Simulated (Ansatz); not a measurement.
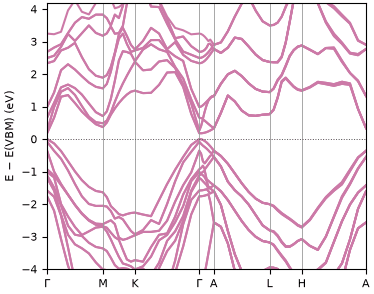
*Band structure from plane-wave PAW r²SCAN with spin–orbit coupling (Ansatz code)*

Task: Read off the gap and where the band edges lie.

Result: About 0.2 eV (0.18 eV by a search for the band edges); maximum at Γ, minimum on the Γ–A line, 10 % of the way from Γ.

The material is Ge in space group P6_3/mmc (No. 194; Ge on 4e, Ge on 4f).

The first step of the workflow began from a Materials Project structure, measured or hypothetical; the Crystallography Open Database copy checked does not list it. It is not the phase usual at ambient conditions (space group No. 227). The r²SCAN relaxation kept the symmetry of its start; of distortions, only those at the zone centre were tested.

Potentials: the earlier of the program's two PAW sets.
